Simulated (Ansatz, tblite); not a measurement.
# The cluster Zr₄H₁₄O₁₅: rung by rung

How do method and basis change the picture of the cluster Zr₄H₁₄O₁₅ (singlet)?

Program: Ansatz 0.2.0, Gaussian basis. Level of theory: as each input shows. These are calculated values, not measurements.

Plan: GFN1-xTB, GFN2-xTB, PBE-D4/def2-TZVP, r2SCAN-D4/def2-TZVP, LDA/def2-TZVP, B97M-V/def2-TZVP, B3LYP-D4/def2-TZVP, PBE-D4/def2-SVP, PBE0-D4/def2-SVP, MP2/def2-SVP, RPA/def2-SVP.

6 further runs of the same task are left out: 1 for a known fault of the program, 5 set aside as unsound or not needed.

### 1 The geometry

The singlet was relaxed beforehand with PBE-D4/def2-SVP.

33 atoms, charge 0, spin multiplicity 1.

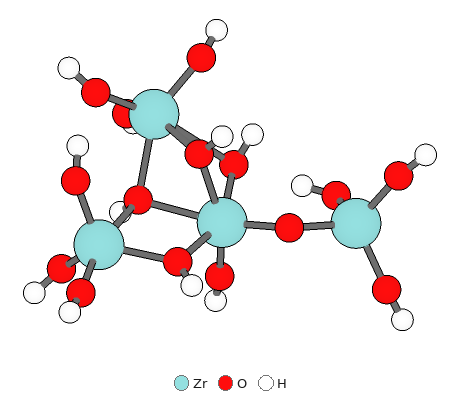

The structure; zirconium light teal, oxygen red, hydrogen white.

Zr takes a core potential in the def2 sets. No spin-orbit coupling is included.

PBE0-D4/def2-TZVP was run before; its log isn't repeated, and its numbers join the tables.

### 2 GFN1-xTB

Tight binding, by tblite at 300 K electronic temperature and without a spin-polarisation term:

```python
tblite.interface.Calculator('GFN1-xTB', numbers, positions, charge=0, uhf=0).singlepoint()
```

Energy -2301.4202 eV, HOMO -11.42 eV, LUMO -7.43 eV; 0.09 s.

### 3 GFN2-xTB

Tight binding, by tblite at 300 K electronic temperature and without a spin-polarisation term:

```python
tblite.interface.Calculator('GFN2-xTB', numbers, positions, charge=0, uhf=0).singlepoint()
```

Energy -2049.2422 eV, HOMO -9.98 eV, LUMO -6.04 eV; 0.062 s.

### 4 PBE-D4/def2-TZVP

start.molden holds the orbitals of an earlier run on this state, given as this run's starting guess.

Contents of in.yaml:

```yaml
crystal:
  periodic: [false, false, false]
  atoms:
    - {symbol: Zr, position_ang: [0.827756, 0.437673, -0.017957]}
    - {symbol: Zr, position_ang: [-2.460075, -0.417619, -0.299998]}
    - {symbol: Zr, position_ang: [0.650179, -3.152125, -0.500894]}
    - {symbol: Zr, position_ang: [1.882985, 3.429114, 1.578790]}
    - {symbol: O, position_ang: [-3.281771, -2.193391, 0.084112]}
    - {symbol: O, position_ang: [-3.511814, 0.919614, 0.671124]}
    - {symbol: O, position_ang: [-1.022758, -3.735753, 0.267208]}
    - {symbol: O, position_ang: [-2.968645, -0.063307, -2.150786]}
    - {symbol: O, position_ang: [-0.434159, -1.171729, -1.123077]}
    - {symbol: O, position_ang: [-0.743839, 1.696443, -0.608089]}
    - {symbol: O, position_ang: [-0.883566, -0.365311, 1.185315]}
    - {symbol: O, position_ang: [0.762812, 4.030225, 0.094303]}
    - {symbol: O, position_ang: [1.928915, -4.498213, 0.066921]}
    - {symbol: O, position_ang: [0.709938, -3.255095, -2.479626]}
    - {symbol: O, position_ang: [1.701433, -1.526744, 0.410351]}
    - {symbol: O, position_ang: [1.947462, 0.826406, -1.556121]}
    - {symbol: O, position_ang: [1.613636, 1.472703, 1.454544]}
    - {symbol: O, position_ang: [1.179381, 4.086383, 3.271028]}
    - {symbol: O, position_ang: [3.749185, 3.904055, 1.297843]}
    - {symbol: H, position_ang: [-4.120168, -2.626836, -0.145293]}
    - {symbol: H, position_ang: [-4.159228, 1.638625, 0.663137]}
    - {symbol: H, position_ang: [-1.934505, -3.340498, 0.260785]}
    - {symbol: H, position_ang: [-2.833015, 0.517380, -2.914720]}
    - {symbol: H, position_ang: [-0.391486, -1.203951, -2.101068]}
    - {symbol: H, position_ang: [-1.312217, 2.109077, 0.072356]}
    - {symbol: H, position_ang: [-1.046165, -0.092676, 2.105579]}
    - {symbol: H, position_ang: [0.206241, 3.479001, -0.502147]}
    - {symbol: H, position_ang: [2.446272, -5.231439, 0.423118]}
    - {symbol: H, position_ang: [1.084466, -3.909170, -3.090209]}
    - {symbol: H, position_ang: [2.505297, -1.660554, 0.941422]}
    - {symbol: H, position_ang: [2.413771, 0.997103, -2.384335]}
    - {symbol: H, position_ang: [0.915998, 4.609885, 4.037737]}
    - {symbol: H, position_ang: [4.577673, 4.290703, 0.988635]}
basis:
  gaussian: {orbitals: def2-TZVP, fitting: {mean_field: def2-universal-jkfit}, initial_orbitals: start.molden}
hamiltonian: {xc: pbe, dispersion: d4}
scf: {omitted_lower_state_checks: [starts]}
output: {orbitals: {seedname: orbitals}}
```

Run with:

```bash
> ansatz run in.yaml --threads 2 --pin off --events-out ev --progress --plain --max-ram 32768MiB --backend cuda --devices 0, --max-vram 18GiB
```

The program printed:

```text
Functional definition: PBE
  name "PBE"
  cite "Perdew, Burke & Ernzerhof, Phys. Rev. Lett. 77, 3865 (1996) doi:10.1103/PhysRevLett.77.3865"
  parent pbe
  parameter kappa = 0.804
  parameter beta = 0.06672455060314922
  exchange = pbe_x(kappa = kappa, mu = beta*pi^2/3)
  correlation = pbe_c(beta = beta)
these checks for a lower state are left out or cut short: starts
2427 factors; integrals over basis functions are off by at most 9.2e-1 eV
mean field evaluation 1: about -36069.6005 eV, gradient 2.1e1 eV
mean field evaluation 2: about -36070.2722 eV, gradient 5.9e-1 eV
mean field evaluation 4: about -36070.2801 eV, gradient 8.9e-2 eV
mean field evaluation 8: about -36070.2801 eV, gradient 9.8e-6 eV
mean field -36070.28007657 eV, -1325.5583435001 hartree, gradient 9.8e-6 eV, S^2 0.000000; 0 other end points of the search recorded, 0 dependent functions left out
reference -36070.28024728 eV, -1325.5583497734 hartree; 91, 91 occupied and 618, 618 virtual orbitals, 2427 factors
Total energy: -36071.50063467 eV, -1325.6031981827 hartree
Checks for a lower state left out: starts
```

Wall time 8.5 s (1 × H100 (card shared with other runs) with 2 threads of AMD EPYC 7R13, shared host); peak host memory 1 GiB.

HOMO -6.58 eV, LUMO -1.26 eV.

### 5 r2SCAN-D4/def2-TZVP

in.yaml, as its differences from that of step 4:

```diff
@@ -38,4 +38,4 @@
   gaussian: {orbitals: def2-TZVP, fitting: {mean_field: def2-universal-jkfit}, initial_orbitals: start.molden}
-hamiltonian: {xc: pbe, dispersion: d4}
+hamiltonian: {xc: r2scan, dispersion: d4}
 scf: {omitted_lower_state_checks: [starts]}
-output: {orbitals: {seedname: orbitals}}
+output: {forces: true, orbitals: {seedname: orbitals}}
```

Launched as before.

The program printed, cut to the lines that bear on the results:

```text
Functional definition: r2SCAN
  name "r2SCAN"
  cite "Furness, Kaplan, Ning, Perdew & Sun, J. Phys. Chem. Lett. 11, 8208 (2020) doi:10.1021/acs.jpclett.0c02405"
  cite "Furness, Kaplan, Ning, Perdew & Sun, J. Phys. Chem. Lett. 11, 9248 (2020) doi:10.1021/acs.jpclett.0c03077"
  parent r2scan
[...]
2427 factors; integrals over basis functions are off by at most 9.2e-1 eV
[...]
mean field -36089.63690307 eV, -1326.2696937535 hartree, gradient 1.3e-5 eV, S^2 0.000000; 0 other end points of the search recorded, 0 dependent functions left out
[...]
reference -36089.63696819 eV, -1326.2696961463 hartree; 91, 91 occupied and 618, 618 virtual orbitals, 2427 factors
Total energy: -36089.99601951 eV, -1326.2828910393 hartree
Atom 0 at     0.827756     0.437673    -0.017957 Å, force    -0.125438     0.111101    -0.010989 eV/Å
[...]
Atom 24 at    -1.312217     2.109077     0.072356 Å, force     0.319658    -0.227875    -0.366973 eV/Å
Atom 25 at    -1.046165    -0.092676     2.105579 Å, force     0.079676    -0.130618    -0.561929 eV/Å
Atom 26 at     0.206241     3.479001    -0.502147 Å, force     0.413431     0.376743     0.371360 eV/Å
Atom 27 at     2.446272    -5.231439     0.423118 Å, force    -0.321696     0.437601    -0.205700 eV/Å
Atom 28 at     1.084466    -3.909170    -3.090209 Å, force    -0.203637     0.380861     0.365371 eV/Å
Atom 29 at     2.505297    -1.660554     0.941422 Å, force    -0.463899     0.059557    -0.305753 eV/Å
Atom 30 at     2.413771     0.997103    -2.384335 Å, force    -0.300187    -0.101465     0.488905 eV/Å
Atom 31 at     0.915998     4.609885     4.037737 Å, force     0.163810    -0.307216    -0.471143 eV/Å
Atom 32 at     4.577673     4.290703     0.988635 Å, force    -0.509854    -0.230111     0.168602 eV/Å
Dipole moment:     0.281474    -0.054282    -0.099212 e Å
Checks for a lower state left out: starts
```

Run time: 12 s. Hardware: 1 × H100 (card shared with other runs) with 2 threads of AMD EPYC 7R13, shared host; peak host memory 1.1 GiB.

HOMO -6.96 eV, LUMO -1.07 eV.

### 6 LDA/def2-TZVP

in.yaml, as its differences from that of step 5:

```diff
@@ -38,4 +38,4 @@
   gaussian: {orbitals: def2-TZVP, fitting: {mean_field: def2-universal-jkfit}, initial_orbitals: start.molden}
-hamiltonian: {xc: r2scan, dispersion: d4}
+hamiltonian: {xc: lda}
 scf: {omitted_lower_state_checks: [starts]}
-output: {forces: true, orbitals: {seedname: orbitals}}
+output: {orbitals: {seedname: orbitals}}
```

The command is unchanged.

The program printed:

```text
Functional definition: SPW92
  name "SPW92"
  cite "Dirac, Proc. Camb. Phil. Soc. 26, 376 (1930) doi:10.1017/S0305004100016108"
  cite "Slater, Phys. Rev. 81, 385 (1951) doi:10.1103/PhysRev.81.385"
  cite "Perdew & Wang, Phys. Rev. B 45, 13244 (1992) doi:10.1103/PhysRevB.45.13244"
  exchange = slater_x
  correlation = pw_c
these checks for a lower state are left out or cut short: starts
2427 factors; integrals over basis functions are off by at most 9.2e-1 eV
mean field evaluation 1: about -35869.0225 eV, gradient 9.1e1 eV
mean field evaluation 2: about -35871.0435 eV, gradient 3.1e0 eV
mean field evaluation 4: about -35871.1045 eV, gradient 9.4e-2 eV
mean field evaluation 8: about -35871.1045 eV, gradient 1.1e-5 eV
mean field -35871.10448285 eV, -1318.2387754368 hartree, gradient 1.1e-5 eV, S^2 0.000000; 0 other end points of the search recorded, 0 dependent functions left out
reference -35871.10464470 eV, -1318.2387813847 hartree; 91, 91 occupied and 618, 618 virtual orbitals, 2427 factors
Total energy: -35871.10464470 eV, -1318.2387813847 hartree
Checks for a lower state left out: starts
```

It took 8.5 s on 1 × H100 (card shared with other runs) with 2 threads of AMD EPYC 7R13, shared host; peak host memory 1 GiB.

From the report: HOMO -6.80 eV, LUMO -1.49 eV.

### 7 B97M-V/def2-TZVP

in.yaml, as its differences from that of step 6:

```diff
@@ -38,3 +38,3 @@
   gaussian: {orbitals: def2-TZVP, fitting: {mean_field: def2-universal-jkfit}, initial_orbitals: start.molden}
-hamiltonian: {xc: lda}
+hamiltonian: {xc: {name: B97M-V}}
 scf: {omitted_lower_state_checks: [starts]}
```

The command is unchanged.

The program printed, cut to the lines that bear on the results:

```text
Functional definition: B97M-V
  name "B97M-V"
  cite "Mardirossian & Head-Gordon, J. Chem. Phys. 142, 074111 (2015) doi:10.1063/1.4907719"
  cite "Becke, J. Chem. Phys. 107, 8554 (1997) doi:10.1063/1.475007"
  cite "Vydrov & Van Voorhis, J. Chem. Phys. 133, 244103 (2010) doi:10.1063/1.3521275"
  # Of w^i u^j: cxij and so on, Table III.
[...]
  gx(w, u) = cx00 + cx01*u + cx02*u^2 + (cx10 + cx11*u)*w
  gss(w, u) = css00 + css02*u^2 + css10*w + (css32*w^3 + css42*w^4)*u^2
  gos(w, u) = cos00 + cos01*u + cos03*u^3 + cos10*w + cos32*w^3*u^2
[...]
      + integral(e_c_pw_mod_opposite_spin*gos(b97_w_opposite, b97_u_opposite)) + vv10(b, c)
[...]
2427 factors; integrals over basis functions are off by at most 9.2e-1 eV
[...]
mean field -36093.22630096 eV, -1326.4016016926 hartree, gradient 1.8e-5 eV, S^2 0.000000; 0 other end points of the search recorded, 0 dependent functions left out
reference -36093.22654841 eV, -1326.4016107865 hartree; 91, 91 occupied and 618, 618 virtual orbitals, 2427 factors
Total energy: -36093.22654841 eV, -1326.4016107865 hartree
Checks for a lower state left out: starts
```

Wall time 18 s (1 × H100 (card shared with other runs) with 2 threads of AMD EPYC 7R13, shared host); peak host memory 1.4 GiB.

Report: HOMO -7.05 eV, LUMO -1.14 eV.

### 8 B3LYP-D4/def2-TZVP

in.yaml, as its differences from that of step 7:

```diff
@@ -38,3 +38,3 @@
   gaussian: {orbitals: def2-TZVP, fitting: {mean_field: def2-universal-jkfit}, initial_orbitals: start.molden}
-hamiltonian: {xc: {name: B97M-V}}
+hamiltonian: {xc: {name: B3LYP}, dispersion: d4}
 scf: {omitted_lower_state_checks: [starts]}
```

Same command.

The program printed, cut to the lines that bear on the results:

```text
Functional definition: B3LYP
  name "B3LYP"
  cite "Stephens, Devlin, Chabalowski & Frisch, J. Phys. Chem. 98, 11623 (1994) doi:10.1021/j100096a001"
  cite "Becke, Phys. Rev. A 38, 3098 (1988) doi:10.1103/PhysRevA.38.3098"
  cite "Lee, Yang & Parr, Phys. Rev. B 37, 785 (1988) doi:10.1103/PhysRevB.37.785"
  cite "Vosko, Wilk & Nusair, Can. J. Phys. 58, 1200 (1980) doi:10.1139/p80-159"
[...]
2427 factors; integrals over basis functions are off by at most 9.2e-1 eV
[...]
mean field -36102.83419091 eV, -1326.7546851359 hartree, gradient 2.4e-5 eV, S^2 0.000000; 0 other end points of the search recorded, 0 dependent functions left out
reference -36102.83483776 eV, -1326.7547089072 hartree; 91, 91 occupied and 618, 618 virtual orbitals, 2427 factors
Total energy: -36104.75962045 eV, -1326.8254433663 hartree
Checks for a lower state left out: starts
```

Wall time 11 s (1 × H100 (card shared with other runs) with 2 threads of AMD EPYC 7R13, shared host); peak host memory 1 GiB.

HOMO -7.96 eV, LUMO -0.73 eV.

### 9 PBE-D4/def2-SVP

in.yaml, as its differences from that of step 8:

```diff
@@ -37,4 +37,4 @@
 basis:
-  gaussian: {orbitals: def2-TZVP, fitting: {mean_field: def2-universal-jkfit}, initial_orbitals: start.molden}
-hamiltonian: {xc: {name: B3LYP}, dispersion: d4}
+  gaussian: {orbitals: def2-SVP, fitting: {mean_field: def2-universal-jkfit}, initial_orbitals: start.molden}
+hamiltonian: {xc: pbe, dispersion: d4}
 scf: {omitted_lower_state_checks: [starts]}
```

Same command.

The program printed:

```text
Functional definition: PBE
  name "PBE"
  cite "Perdew, Burke & Ernzerhof, Phys. Rev. Lett. 77, 3865 (1996) doi:10.1103/PhysRevLett.77.3865"
  parent pbe
  parameter kappa = 0.804
  parameter beta = 0.06672455060314922
  exchange = pbe_x(kappa = kappa, mu = beta*pi^2/3)
  correlation = pbe_c(beta = beta)
these checks for a lower state are left out or cut short: starts
2427 factors; integrals over basis functions are off by at most 1.6e-1 eV
mean field evaluation 1: about -36031.0731 eV, gradient 2.3e1 eV
mean field evaluation 2: about -36032.4489 eV, gradient 1.0e0 eV
mean field evaluation 4: about -36032.4576 eV, gradient 5.0e-2 eV
mean field -36032.45763652 eV, -1324.1683944652 hartree, gradient 4.7e-5 eV, S^2 0.000000; 0 other end points of the search recorded, 0 dependent functions left out
reference -36032.45778921 eV, -1324.1684000765 hartree; 91, 91 occupied and 313, 313 virtual orbitals, 2427 factors
Total energy: -36033.67817660 eV, -1324.2132484858 hartree
Checks for a lower state left out: starts
```

It took 7 s on 1 × H100 (card shared with other runs) with 2 threads of AMD EPYC 7R13, shared host; peak host memory 0.85 GiB.

HOMO -6.33 eV, LUMO -1.01 eV.

### 10 PBE0-D4/def2-SVP

in.yaml, as its differences from that of step 9:

```diff
@@ -38,3 +38,3 @@
   gaussian: {orbitals: def2-SVP, fitting: {mean_field: def2-universal-jkfit}, initial_orbitals: start.molden}
-hamiltonian: {xc: pbe, dispersion: d4}
+hamiltonian: {xc: pbe0, dispersion: d4}
 scf: {omitted_lower_state_checks: [starts]}
```

Same command.

The program printed:

```text
Functional definition: PBE0
  name "PBE0"
  cite "Adamo & Barone, J. Chem. Phys. 110, 6158 (1999) doi:10.1063/1.478522"
  cite "Perdew, Burke & Ernzerhof, Phys. Rev. Lett. 77, 3865 (1996) doi:10.1103/PhysRevLett.77.3865"
  parent pbe
  parameter a = 0.25
  parameter kappa = 0.804
  parameter beta = 0.06672455060314922
  exchange = (1 - a)*pbe_x(kappa = kappa, mu = beta*pi^2/3) + a*exact_x
  correlation = pbe_c(beta = beta)
these checks for a lower state are left out or cut short: starts
2427 factors; integrals over basis functions are off by at most 1.6e-1 eV
mean field evaluation 1: about -36028.0903 eV, gradient 2.0e1 eV
mean field evaluation 2: about -36028.7835 eV, gradient 5.2e-1 eV
mean field evaluation 4: about -36028.7875 eV, gradient 9.0e-4 eV
mean field -36028.78752718 eV, -1324.0335204347 hartree, gradient 1.6e-5 eV, S^2 0.000000; 0 other end points of the search recorded, 0 dependent functions left out
reference -36028.78764784 eV, -1324.0335248686 hartree; 91, 91 occupied and 313, 313 virtual orbitals, 2427 factors
Total energy: -36029.86776573 eV, -1324.0732184692 hartree
Checks for a lower state left out: starts
```

Wall time 7 s (1 × H100 (card shared with other runs) with 2 threads of AMD EPYC 7R13, shared host); peak host memory 0.86 GiB.

HOMO -8.04 eV, LUMO -0.24 eV.

### 11 MP2/def2-SVP

in.yaml, as its differences from that of step 10:

```diff
@@ -37,4 +37,4 @@
 basis:
-  gaussian: {orbitals: def2-SVP, fitting: {mean_field: def2-universal-jkfit}, initial_orbitals: start.molden}
-hamiltonian: {xc: pbe0, dispersion: d4}
+  gaussian: {orbitals: def2-SVP, initial_orbitals: start.molden}
+correlation: {method: mp2}
 scf: {omitted_lower_state_checks: [starts]}
```

The command is unchanged.

The program printed:

```text
Functional definition: HF
  name "HF"
  cite "Fock, Z. Phys. 61, 126 (1930) doi:10.1007/BF01340294"
  parent pbe
  exchange = exact_x
  correlation = 0
these checks for a lower state are left out or cut short: starts
3972 factors; integrals over basis functions are off by at most 1.5e-3 eV
mean field evaluation 1: about -35844.8800 eV, gradient 4.6e1 eV
mean field evaluation 2: about -35849.4145 eV, gradient 4.3e0 eV
mean field evaluation 4: about -35850.3628 eV, gradient 2.3e0 eV
mean field evaluation 8: about -35850.3734 eV, gradient 3.8e-4 eV
mean field -35850.37342030 eV, -1317.4769229402 hartree, gradient 4.9e-6 eV, S^2 0.000000; 0 other end points of the search recorded, 0 dependent functions left out
15 core orbitals not correlated: weight in the atoms' cores, before any rotation towards them, 1.000 or more for the frozen orbitals, at most 0.000 for the correlated occupied ones
reference -35850.37342030 eV, -1317.4769229402 hartree; 76, 76 occupied and 313, 313 virtual orbitals, 3972 factors
second order -105.74904095 eV of doubles, -0.00000000 eV of singles
Total energy: -35956.12246125 eV, -1321.3631285160 hartree
Checks for a lower state left out: starts
```

Run time: 7.5 s. Hardware: 1 × H100 (card shared with other runs) with 2 threads of AMD EPYC 7R13, shared host; peak host memory 1 GiB.

Report: Hartree-Fock HOMO -12.40 eV, LUMO 1.82 eV.

### 12 RPA/def2-SVP

in.yaml, as its differences from that of step 11:

```diff
@@ -38,4 +38,4 @@
   gaussian: {orbitals: def2-SVP, initial_orbitals: start.molden}
-correlation: {method: mp2}
+hamiltonian: {xc: pbe}
+correlation: {method: rpa}
 scf: {omitted_lower_state_checks: [starts]}
-output: {orbitals: {seedname: orbitals}}
```

The command is unchanged.

The program printed, cut to the lines that bear on the results:

```text
Functional definition: PBE
  name "PBE"
  cite "Perdew, Burke & Ernzerhof, Phys. Rev. Lett. 77, 3865 (1996) doi:10.1103/PhysRevLett.77.3865"
  parent pbe
[...]
3972 factors; integrals over basis functions are off by at most 1.5e-3 eV
[...]
mean field -36032.44854531 eV, -1324.1680603694 hartree, gradient 3.7e-6 eV, S^2 0.000000; 0 other end points of the search recorded, 0 dependent functions left out
15 core orbitals not correlated: weight in the atoms' cores, before any rotation towards them, 1.000 or more for the frozen orbitals, at most 0.000 for the correlated occupied ones
reference -35841.95846414 eV, -1317.1676790052 hartree; 76, 76 occupied and 313, 313 virtual orbitals, 3972 factors
Total energy: -35998.10064992 eV, -1322.9057984955 hartree
Checks for a lower state left out: starts
```

Run time: 14 s. Hardware: 1 × H100 (card shared with other runs) with 2 threads of AMD EPYC 7R13, shared host; peak host memory 2.2 GiB.

### 13 Levels side by side

```csv
level,functions,HOMO (eV),LUMO (eV),gap (eV),time
LDA/def2-TZVP,709,-6.80,-1.49,5.31,8.5 s
PBE-D4/def2-SVP,404,-6.33,-1.01,5.32,7 s
PBE-D4/def2-TZVP,709,-6.58,-1.26,5.32,8.5 s
r2SCAN-D4/def2-TZVP,709,-6.96,-1.07,5.89,12 s
B97M-V/def2-TZVP,709,-7.05,-1.14,5.90,18 s
B3LYP-D4/def2-TZVP,709,-7.96,-0.73,7.24,11 s
PBE0-D4/def2-SVP,404,-8.04,-0.24,7.80,7 s
PBE0-D4/def2-TZVP,709,-8.23,-0.46,7.77,12 s
```

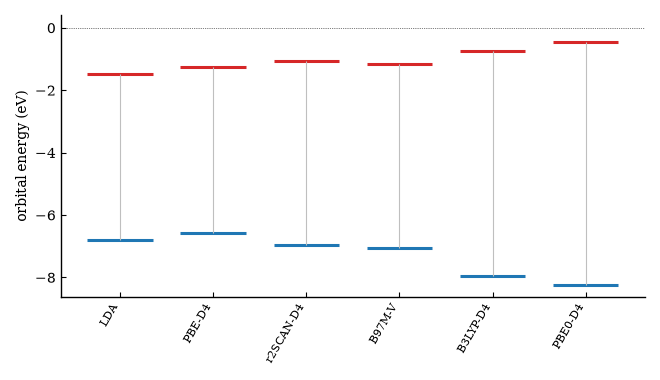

Highest filled (blue) and lowest empty (red) level in def2-TZVP.

The pieces so far (eV):

```csv
basis,HF,MP2 correlation,total
def2-SVP,-35850.3734,-105.7490,-35956.1225 (MP2)
```

### 14 Binding energy

Free atoms were run apart at each level; binding is atoms less cluster, divided by the number of atoms, without zero-point or spin-orbit terms.

```csv
level,binding an atom (eV)
HF/def2-SVP,3.264
LDA/def2-TZVP,5.493
B97M-V/def2-TZVP,4.688
B3LYP-D4/def2-TZVP,4.680
PBE0-D4/def2-SVP,4.714
PBE0-D4/def2-TZVP,4.644
MP2/def2-SVP,4.675
```

### 15 Summary of results

```
                                                 quantity                             value
gap in def2-TZVP, named functionals, smallest and largest  5.31 eV (LDA), 7.77 eV (PBE0-D4)
                         correlation energy, MP2/def2-SVP                        -105.75 eV
                binding an atom, functionals in def2-TZVP   4.64 (PBE0-D4) to 5.49 eV (LDA)
          PBE0 total energy, smallest basis above largest    37.57 eV (def2-SVP, def2-TZVP)
```

What this shows: Orbital gaps of the named functionals in def2-TZVP span 5.31 eV (LDA) to 7.77 eV (PBE0-D4); exact exchange widens it.

The slowest run with a step of its own, B97M-V/def2-TZVP, took 18 s; the quickest functional in def2-TZVP took 8.5 s (shared host).
